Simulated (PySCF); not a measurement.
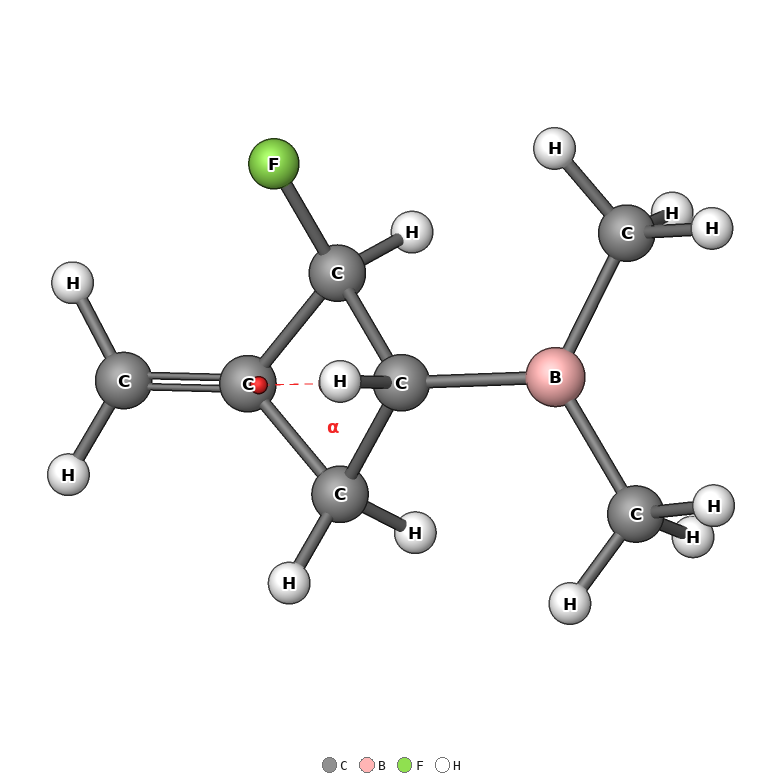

The small points mark where nucleus-independent chemical shifts (NICS) were computed: at the centre of each lettered ring and 1 Å above and below it. The computed structure is the end point of a PBE0-D3(BJ)/def2-SVP optimisation. No frequency run is at hand to confirm it as a minimum. Properties computed with GIAO PBE0/pcSseg-1 NMR shielding, non-relativistic, IEF-PCM dichloromethane (PySCF 2.14.0).

Give NICS(0), NICS(1) and the out-of-plane component NICS(1)zz for each ring (means of the two sides).

| ring | members | NICS(0) | NICS(1) | NICS(1)zz |
| --- | --- | --- | --- | --- |
| α | C4 | −3.4 | −3.0 | 0.8 |

Values in ppm.
